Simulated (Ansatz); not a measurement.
# Phonon calculation of GaPH₃F₃

- system: GaPH₃F₃
- method: RKS PBE0-D4/def2-TZVP (Ansatz 0.2.0)

The geometry comes from this level: PBE0-D4/def2-TZVP.

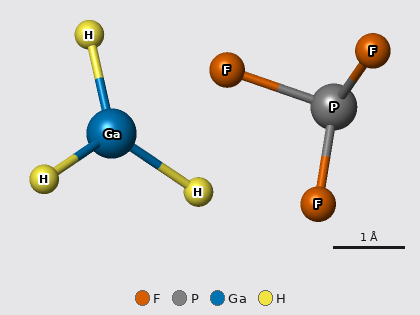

Figure 1. The input geometry (ball-and-stick view, seen at a tilt). Sticks mark near contacts. Bond lengths as drawn: F–P 1.57 to 1.60 Å and Ga–H 1.57 to 1.58 Å.

Results in brief

| quantity | value |
| --- | --- |
| outcome | converged |
| total energy | −69854.2772 eV |
| mean-field energy | −69854.1376 eV |
| dispersion energy | −0.1396 eV |
| largest force (length of the vector) | 0.003 eV/Å |
| dipole moment | 1.22 D |
| hardware | 4 threads of Arm Neoverse V1, 23 GiB of memory available, shared host |
| wall time | 1.8 min (CPU time 6.8 min) |
| peak memory | 0.58 GiB |

Input file
```yaml
crystal:
  periodic: [false, false, false]
  atoms:
    - {symbol: F, position_ang: [1.794798, -1.369223, 2.048663]}
    - {symbol: P, position_ang: [1.506915, -0.259992, 0.979021]}
    - {symbol: F, position_ang: [-0.051271, -0.589180, 0.808950]}
    - {symbol: F, position_ang: [2.001281, -1.046041, -0.280792]}
    - {symbol: Ga, position_ang: [-1.310603, 0.790284, -0.865374]}
    - {symbol: H, position_ang: [-2.279965, 1.420187, 0.191961]}
    - {symbol: H, position_ang: [0.084124, 1.477260, -1.128993]}
    - {symbol: H, position_ang: [-1.745279, -0.423295, -1.753425]}
basis:
  gaussian: {orbitals: def2-TZVP}
hamiltonian: {xc: pbe0, dispersion: d4}
phonons: {temperatures: {t_min: 298.15, t_max: 900, t_step: 200}}
```

Run as:
```bash
ansatz run in.yaml --threads 4 --pin off --events-out ev --progress --plain --max-ram 10444MiB
```

What the program printed
```
Functional definition: PBE0
  name "PBE0"
  cite "Adamo & Barone, J. Chem. Phys. 110, 6158 (1999) doi:10.1063/1.478522"
  cite "Perdew, Burke & Ernzerhof, Phys. Rev. Lett. 77, 3865 (1996) doi:10.1103/PhysRevLett.77.3865"
  parent pbe
  parameter a = 0.25
  parameter kappa = 0.804
  parameter beta = 0.06672455060314922
  exchange = (1 - a)*pbe_x(kappa = kappa, mu = beta*pi^2/3) + a*exact_x
  correlation = pbe_c(beta = beta)
1295 factors; their error is unknown
mean field evaluation 1: about -69850.7152 eV, gradient 5.0e1 eV
mean field evaluation 2: about -69846.9594 eV, gradient 7.5e1 eV
mean field evaluation 4: about -69853.9042 eV, gradient 2.2e0 eV
mean field evaluation 8: about -69853.9087 eV, gradient 6.4e-2 eV
mean field evaluation 16: about -69854.1376 eV, gradient 3.2e-5 eV
mean field -69854.13760570 eV, -2567.0922081746 hartree, gradient 3.2e-5 eV, S^2 0.000000; 0 other end points of the search recorded, 0 dependent functions left out
the calculation of the forces begins
reference -69854.13763583 eV, -2567.0922092816 hartree; 38, 38 occupied and 158, 158 virtual orbitals, 1295 factors
these checks for a lower state are left out or cut short: stability, starts, cluster_reference, orbital_swaps, neighbouring_geometries, increment
1295 factors; their error is unknown
mean field -69854.13760055 eV, -2567.0922079850 hartree, gradient 2.4e-6 eV, S^2 0.000000; 0 other end points of the search recorded, 0 dependent functions left out
[... from here on the field's lines of each further geometry are left out, up to the last ...]
the calculation of the forces begins
reference -69854.13760999 eV, -2567.0922083322 hartree; 38, 38 occupied and 158, 158 virtual orbitals, 1295 factors
these checks for a lower state are left out or cut short: stability, starts, cluster_reference, orbital_swaps, neighbouring_geometries, increment
1295 factors; their error is unknown
mean field -69854.13759842 eV, -2567.0922079070 hartree, gradient 1.2e-6 eV, S^2 0.000000; 0 other end points of the search recorded, 0 dependent functions left out
the calculation of the forces begins
reference -69854.13762855 eV, -2567.0922090140 hartree; 38, 38 occupied and 158, 158 virtual orbitals, 1295 factors
Total energy: -69854.27724798 eV, -2567.0973399336 hartree
Atom 0 at     1.794798    -1.369223     2.048663 Å, force     0.000959     0.000551     0.000074 eV/Å
Atom 1 at     1.506915    -0.259992     0.979021 Å, force    -0.001906    -0.000809     0.001867 eV/Å
Atom 2 at    -0.051271    -0.589180     0.808950 Å, force     0.001307     0.000323    -0.000386 eV/Å
Atom 3 at     2.001281    -1.046041    -0.280792 Å, force    -0.000150    -0.000472    -0.001018 eV/Å
Atom 4 at    -1.310603     0.790284    -0.865374 Å, force     0.000187    -0.000672     0.000526 eV/Å
Atom 5 at    -2.279965     1.420187     0.191961 Å, force     0.000668     0.000563    -0.000474 eV/Å
Atom 6 at     0.084124     1.477260    -1.128993 Å, force    -0.001057     0.000330     0.000012 eV/Å
Atom 7 at    -1.745279    -0.423295    -1.753425 Å, force    -0.000008     0.000186    -0.000601 eV/Å
Dipole moment:     0.195259     0.104089     0.124003 e Å
Vibrations: 29.73 45.85 76.19 86.24 268.74 319.31 346.24 372.78 479.86 724.26 748.99 760.58 802.58 879.75 901.61 1938.51 1982.67 1988.28 cm⁻¹, zero-point energy 0.790534 eV
```

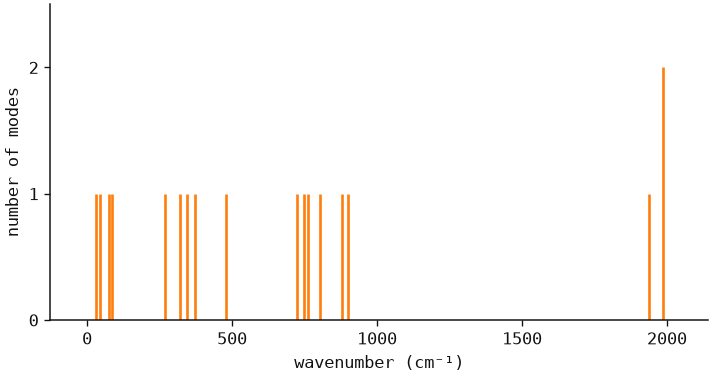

Figure 2. Harmonic vibrational wavenumbers from the force constants; neighbouring modes closer than 9 cm⁻¹ are counted in one stick. 18 modes from 30 to 1988 cm⁻¹, none imaginary.
